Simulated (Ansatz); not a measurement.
GaAs, pressure series

The reference is GaAs in the zinc blende structure (space group F-43m, No. 216; a = 5.667 Å).

Cell and atoms are relaxed at each pressure.

The values are results of Ansatz (a first-principles code), r2SCAN, PAW, cutoff 500 eV, spin-orbit coupling left out, not measurements.

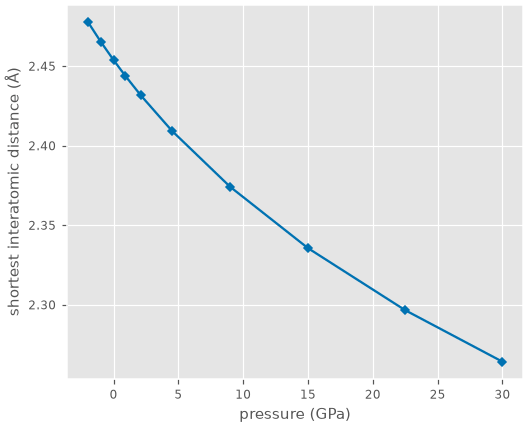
Figure. Shortest interatomic distance against pressure

### Question
From the plot, what is the shortest interatomic distance for pressure 9 GPa?

### Answer
About 2.37 Å.

### Question
Is the trend monotonic over the range shown?

### Answer
Yes, it falls throughout, spanning 2.264 Å to 2.478 Å.

Load acts through the strain it causes; cell and atoms are relaxed under it. Whether these cells are dynamically stable was not tested. Measured, GaAs leaves this structure (for a Cmcm phase) near 15 GPa (room temperature; as listed in arXiv:1906.07825).
